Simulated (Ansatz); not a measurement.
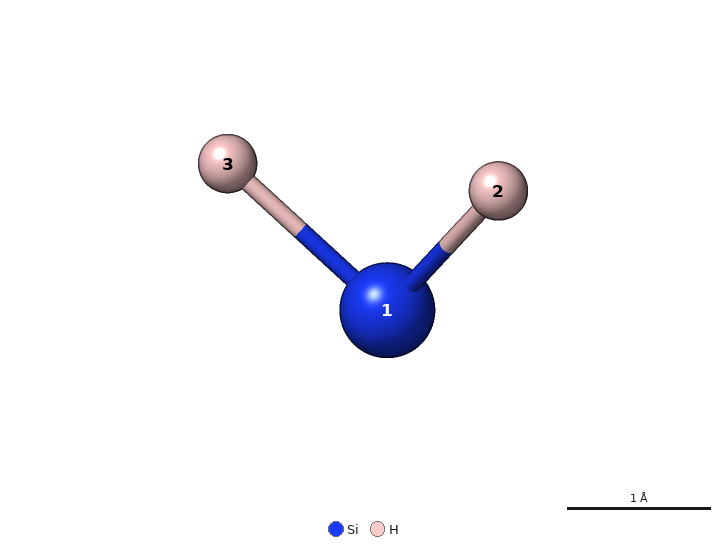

Numbered structure. The computed structure is the end point of a PBE0-D4/def2-TZVP optimisation.

Estimate the angles H2–Si1–H3.

```json
{"angle": "H2–Si1–H3", "degrees": "91.2"}
```
